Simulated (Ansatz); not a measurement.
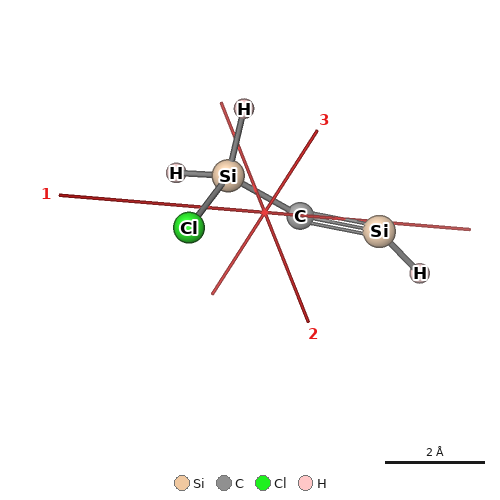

The three principal axes of inertia are drawn and numbered. Depth is shown by fading: the farther an atom, the more it takes the colour of the background. The computed structure is the end point of a PBE0-D4/def2-TZVP optimisation. No frequency run is at hand to confirm it as a minimum. Masses are those of the most abundant isotopes; constants are for the rigid equilibrium geometry.

Which line is the a axis (least moment of inertia), which b and which c?

a is line 1, b is line 2, c is line 3; the moments are 50.9, 363, 404 u Å².

Classify the rotor and give the rotational constants (GHz).

An asymmetric top (C1): A = 9.92, B = 1.39, C = 1.25 GHz. Ray's parameter κ is −0.97, close to the prolate limit.
